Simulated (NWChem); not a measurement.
# One shape, several levels: doublet NaF+

Aim: a comparison of 5 runs (UHF/STO-3G, UHF/3-21G, UB3LYP/6-31G*, UCR-CCSD(T)/cc-pVTZ) of doublet NaF+. 

Program for the calculation: NWChem 7.3.0.

2 further runs of the same task are left out: 2 set aside as unsound or not needed.

## (1) The system as given

NaF+: 2 atoms, total charge +1, spin state doublet. SMILES of the parent species: `[F][Na]`. The shape is that of a PBE0-D4/def2-TZVP optimisation. That shape belongs to the parent species and isn't relaxed for this state.

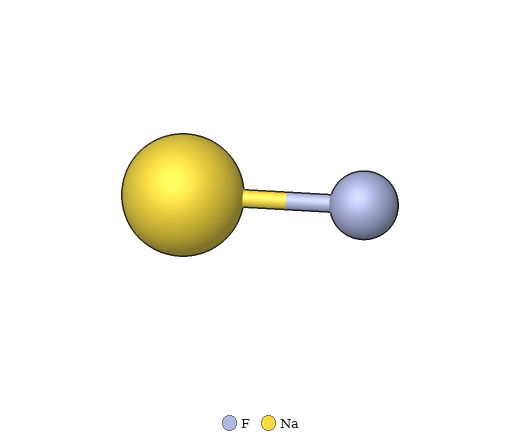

The structure, seen from a chosen angle (fluorine light blue, sodium yellow).

## (2) A single-point energy at UHF/STO-3G (run 1)

The input, run.py:

```python
from ase import Atoms
from ase.calculators.nwchem import NWChem

atoms = Atoms(['F', 'Na'], positions=[
    [-0.804100, 0.240100, -0.422400],
    [0.833600, -0.300300, 0.426500],
])

calc = NWChem(
    label='input',
    theory='scf',
    memory='2200 mb',
    basis='STO-3G',
    basispar='spherical bse',
    charge=1,
    scf={'nopen': '1', 'uhf': None, 'thresh': '1e-08', 'maxiter': '80'},
    task='energy',
)
atoms.calc = calc

print("Total energy (eV):", round(atoms.get_potential_energy(), 6))
```

Launch:

```bash
$ export ASE_NWCHEM_COMMAND="nwchem PREFIX.nwi > PREFIX.nwo"
$ python run.py
```

The log of the run:

```text
Total energy (eV): -7015.099697
```

The calculator wrote input.nwi:

```
title "input"

permanent_dir input

scratch_dir input

start input

geometry units angstrom nocenter noautosym noautoz
  F  -8.0410000000000004e-01 2.4010000000000001e-01 -4.2240000000000000e-01
  Na 8.3360000000000001e-01 -3.0030000000000001e-01 4.2649999999999999e-01
end

charge 1

memory 2200 mb

basis spherical bse noprint
   * library STO-3G
end

scf
  nopen 1
  uhf
  thresh 1e-08
  maxiter 80
end

task scf energy
```

input.nwo, shortened:

```text
[...]
      One electron energy =   -412.101312767885
[... 1 line left out ...]
 Nuclear repulsion energy =     27.254945579729
[... 26 lines left out ...]
          Final beta eigenvalues
[... 111 lines left out ...]
                     UHF Final Beta Molecular Orbital Analysis
[...]
```

Run time: 0.99 s. Hardware: 1 thread of Intel Xeon 6975P-C (Granite Rapids), shared host; peak memory 0.097 GiB.

## (3) A single-point energy at UHF/3-21G (run 2)

The input, input.nw:

```
start input
memory stack 880 mb heap 220 mb global 1100 mb
charge 1
geometry units angstrom noautosym nocenter noautoz
   F    -0.804100    0.240100   -0.422400
   Na    0.833600   -0.300300    0.426500
end
basis spherical bse
   * library 3-21G
end
scf
   doublet
   uhf
   thresh 1e-08
   maxiter 80
end
task scf energy
```

Launch:

```bash
$ nwchem input.nw > input.out
```

The log of the run:

```text
[...]
  functions       =    22
[...]
  wavefunction    = UHF
[...]
         Total SCF energy =   -259.521084445693
      One electron energy =   -414.449999317284
      Two electron energy =    127.673969291862
 Nuclear repulsion energy =     27.254945579729
                       Sz =      0.5000
                 Sz(Sz+1) =      0.7500
                      S^2 =      0.7507
[...]
```

Run time: 0.72 s. Hardware: 1 thread of Intel Xeon 6975P-C (Granite Rapids), shared host; peak memory 0.096 GiB.

## (4) The energy at UB3LYP/6-31G(d) (spherical functions) (run 3)

The input, fna.xyz:

```xyz
2
FNa
F     -0.804100     0.240100    -0.422400
Na     0.833600    -0.300300     0.426500
```

The input, run.py:

```python
from ase.io import read
from ase.calculators.nwchem import NWChem

system = read('fna.xyz')

calc = NWChem(
    label='fna',
    theory='dft',
    memory='2200 mb',
    basis='6-31G*',
    basispar='spherical bse',
    charge=1,
    dft={'xc': 'b3lyp', 'mult': '2', 'grid': 'xfine', 'convergence': 'energy 1e-08', 'iterations': '100', 'mulliken': None},
    task='energy',
)
system.calc = calc

print(f"energy = {system.get_potential_energy():.6f} eV")
```

Launch:

```bash
$ export ASE_NWCHEM_COMMAND="nwchem PREFIX.nwi > PREFIX.nwo"
$ python run.py
```

The log of the run:

```text
energy = -7123.868772 eV
```

The calculator wrote fna.nwi:

```
title "fna"

permanent_dir fna

scratch_dir fna

start fna

geometry units angstrom nocenter noautosym noautoz
  F  -8.0410000000000004e-01 2.4010000000000001e-01 -4.2240000000000000e-01
  Na 8.3360000000000001e-01 -3.0030000000000001e-01 4.2649999999999999e-01
end

charge 1

memory 2200 mb

basis spherical bse noprint
   * library 6-31G*
end

dft
  xc b3lyp
  mult 2
  grid xfine
  convergence energy 1e-08
  iterations 100
  mulliken
end

task dft energy
```

fna.nwo:

```text
Northwest Computational Chemistry Package (NWChem) 7.3.0
             --------------------------------------------------------

           Job information
           ---------------

    nwchem branch   = 7.3.0
    use scalapack   = T
    input           = fna.nwi
    prefix          = fna.
    data base       = fna/fna.db
    status          = startup
    nproc           =        1

           Memory information
           ------------------

    heap     =     72089600 doubles =      550.0 Mbytes
    stack    =     72089597 doubles =      550.0 Mbytes
    global   =    144179200 doubles =     1100.0 Mbytes (distinct from heap & stack)
    total    =    288358397 doubles =     2200.0 Mbytes
    verify   = yes
    hardfail = no

           Directory information
           ---------------------

  0 permanent = fna
  0 scratch   = fna

                                NWChem Input Module
                                -------------------

                                        fna
                                        ---

[... 21 lines left out ...]
            Nuclear Dipole moment (a.u.)
[... 38 lines left out ...]
  convergence criterion.
[... 16 lines left out ...]
          Convergence on density requested:  1.00D-05
[... 22 lines left out ...]
          Spatial weights used:  Erf1
[... 3 lines left out ...]
          Convergence aids based upon iterative change in
[... 72 lines left out ...]
         Total DFT energy =     -261.797350756793
[... 1 line left out ...]
           Coulomb energy =      151.674854623460
[... 1 line left out ...]
 Nuclear repulsion energy =       27.254945579729
[... 242 lines left out ...]
                     DFT Final Beta Molecular Orbital Analysis
[... 283 lines left out ...]
   alpha     21     22     23     24     25     26     27     28     29     30
    beta     22     21     23     26     24     25     29     28     27     30
 overlap   0.998  1.000  1.000  0.998  1.000  1.000  0.865  1.000  0.849  0.982

   alpha     31     32
    beta     32     31
 overlap   1.000  1.000

     --------------------------
     Expectation value of S2:
     --------------------------
      <S2> =      0.7512 (Exact =     0.7500)

 center of mass
 --------------
 x =   0.17496957 y =  -0.10541879 z =   0.08012105

 moments of inertia (a.u.)
 ------------------
          37.617309969453          32.875496777750         -51.643244290584
          32.875496777750         126.399494931106          17.040977721580
         -51.643244290584          17.040977721580         110.478366751598

     Multipole analysis of the density
     ---------------------------------

     L   x y z        total         alpha         beta         nuclear
     -   - - -        -----         -----         ----         -------
     0   0 0 0      1.000000    -10.000000     -9.000000     20.000000

     1   1 0 0      1.413105     -0.366930     -1.872238      3.652273
[... 8 lines of this table left out ...]
     2   0 0 2     -4.885347     -9.389233     -8.375945     12.879831

 Task  times  cpu:        2.0s     wall:        2.0s
 Total times  cpu:        2.0s     wall:        2.0s
```

Wall time 3 s (1 thread of Intel Xeon 6975P-C (Granite Rapids), shared host); peak memory 0.11 GiB.

Run 4 isn't shown in full; the table further down has it.

## (5) A single-point energy at UCR-CCSD(T)/cc-pVTZ (run 5)

The input, input.xyz:

```xyz
2

F     -0.804100     0.240100    -0.422400
Na     0.833600    -0.300300     0.426500
```

The input, input.nw:

```
START input
memory total 2200 mb
charge 1

GEOMETRY noautosym nocenter noautoz
  load format xyz input.xyz
END

BASIS spherical bse
  * library cc-pVTZ
END

SCF
  doublet
  uhf
  thresh 1e-08
  maxiter 80
END

TCE
  scf
  cr-ccsd(t)
  freeze core 2
  maxiter 60
END

TASK tce energy
```

Launch:

```bash
$ nwchem input.nw > input.out
```

The log of the run:

```text
[...]
  functions       =    64
[...]
  wavefunction    = UHF
[...]
         Total SCF energy =   -261.070860823547
      One electron energy =   -416.385495060380
      Two electron energy =    128.059688657104
 Nuclear repulsion energy =     27.254945579729
                       Sz =      0.5000
                 Sz(Sz+1) =      0.7500
                      S^2 =      0.7536
[...]
         Wavefunction type : Unrestricted Hartree-Fock
          No. of electrons :    19
[...]
         Spin multiplicity : doublet
[...]
 CCSD total energy / hartree       =      -261.292999842874792
[...]
 CR-CCSD[T] total energy / hartree       =      -261.296689140757564
[...]
 CR-CCSD(T) total energy / hartree       =      -261.296566705971998
[...]
```

Wall time 66 s (1 thread of Intel Xeon 6975P-C (Granite Rapids), shared host); peak memory 0.63 GiB.

## (6) Overview of the runs

```
run                                level  iteration cap  module  energy (Eh)  HOMO energy (eV)  LUMO energy (eV)   ⟨S²⟩  wall time
  1                           UHF/STO-3G             80     scf  -257.800161            -21.44              1.11  0.750     0.99 s
  2                            UHF/3-21G             80     scf  -259.521084            -24.98             -4.84  0.751     0.72 s
  3  UB3LYP/6-31G* (spherical functions)            100     dft  -261.797351            -19.03            -14.36  0.751        3 s
  4  UB3LYP/6-31G* (Cartesian functions)            100     dft  -261.798334            -19.03            -14.35  0.751      2.8 s
  5                  UCR-CCSD(T)/cc-pVTZ             80     tce  -261.296567            -25.63             -5.82  0.754       66 s
```

## (7) Outcome

```
                                                         quantity          value
                                              run 5: total energy  -261.29657 Eh
run 5: HOMO energy (Hartree–Fock orbitals) (highest over α and β)      -25.63 eV
 run 5: LUMO energy (Hartree–Fock orbitals) (lowest over α and β)       -5.82 eV
               run 5: correlation energy (2 core orbitals frozen)     -225.7 mEh
                         run 5: ⟨S²⟩ of the reference determinant          0.754
```

In words: In run 1 the basis is minimal, so the values are rough. All runs together took 74 s, the longest 66 s.
